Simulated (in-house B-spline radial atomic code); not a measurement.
# I⁹⁺: ionisation energy by several methods

Wanted: one ionisation energy, I⁹⁺ to configuration [Kr] 4d7, up the ladder of functionals.

Method: scalar-relativistic (X2C), several functionals, spin-polarised, exact exchange averaged over the configuration; spherical all-electron atom at the radial basis limit. Code: in-house B-spline radial atomic code version 1.

**1. Starting point**

```
element       : iodine (Z = 53)
charge        : +9
electrons     : 44
configuration : [Kr] 4d8
nucleus       : Fermi, rms radius 4.750 fm
```

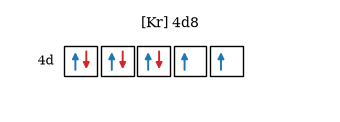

Occupation of the outer shells (arrows by Hund's rule).

Where spins are not typed, each open shell is filled with up spins first.

**2. B97-1, a global hybrid**

Input settings:

```ini
Z = 53
electrons = 44.0
configuration = [Kr] 4d8
hamiltonian = x2c
method = b97_1
spin_polarised = True
nucleus = fermi
rms_radius = 4.75
mass_number = 127
atomic_mass = 126.904472592
speed_of_light = 137.035999084
exact_exchange = averaged over the configuration
```

The run is started by

```bash
$ python run_scf.py task.json out
```

The settings of every run stand in task.json; they run in order.

**3. TPSSh, a global hybrid**

The settings differ from step 2 so:

```diff
@@ -4,3 +4,3 @@
 hamiltonian = x2c
-method = b97_1
+method = tpssh
 spin_polarised = True
```

**4. BHandHLYP, a global hybrid**

The settings differ from step 3 so:

```diff
@@ -4,3 +4,3 @@
 hamiltonian = x2c
-method = tpssh
+method = bhandhlyp
 spin_polarised = True
```

**5. M06-2X, a global hybrid**

The settings differ from step 4 so:

```diff
@@ -4,3 +4,3 @@
 hamiltonian = x2c
-method = bhandhlyp
+method = m062x
 spin_polarised = True
```

**6. PBE0, a global hybrid**

The settings differ from step 5 so:

```diff
@@ -4,3 +4,3 @@
 hamiltonian = x2c
-method = m062x
+method = pbe0
 spin_polarised = True
```

**7. ωB97X, a range-separated hybrid**

The settings differ from step 6 so:

```diff
@@ -4,3 +4,3 @@
 hamiltonian = x2c
-method = pbe0
+method = wb97x
 spin_polarised = True
```

Q: The tabulated ionisation energy is 197 ± 2.2 eV (tabulated theoretical; NIST Atomic Spectra Database). What does each method give, and which comes nearest?

The runs gave:

| method | rung | total energy (hartree) | ΔSCF (eV) | −ε highest (eV) | ΔSCF less tabulated (eV) |
| --- | --- | --- | --- | --- | --- |
| B97-1 | global hybrid | -7092.0211 | 198.34 | 189.04 (4d down) | +1.34 |
| TPSSh | global hybrid | -7091.9507 | 198.20 | 187.50 (4d down) | +1.20 |
| BHandHLYP | global hybrid | -7092.2380 | 198.03 | 192.71 (4d down) | +1.03 |
| M06-2X | global hybrid | -7092.8988 | 198.38 | 193.44 (4d down) | +1.38 |
| PBE0 | global hybrid | -7091.8628 | 198.30 | 189.60 (4d down) | +1.30 |
| ωB97X | range-separated hybrid | -7092.5447 | 198.14 | 191.85 (4d down) | +1.14 |

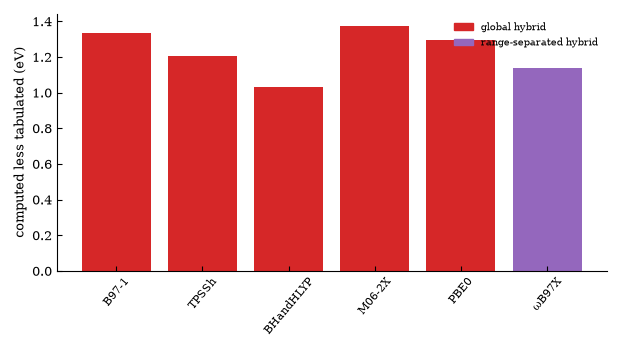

Error of each method against the tabulated value; one colour a rung.

The tabulated ionisation energy is 197 ± 2.2 eV (tabulated theoretical; NIST Atomic Spectra Database). BHandHLYP comes nearest (+1.03 eV) and M06-2X is farthest (+1.38 eV, 0.70 %). The table's own uncertainty is as large as these misses, so the order means little. All methods miss on the same side by much the same amount, which points to something that they share. Relativistic terms that these runs lack can be as large as the gaps between close methods, so the nearest may be so by luck. Spin-orbit coupling is left out. Open shells are averaged (over orientations, and over spins where the run is restricted), while tables refer to the lowest levels.
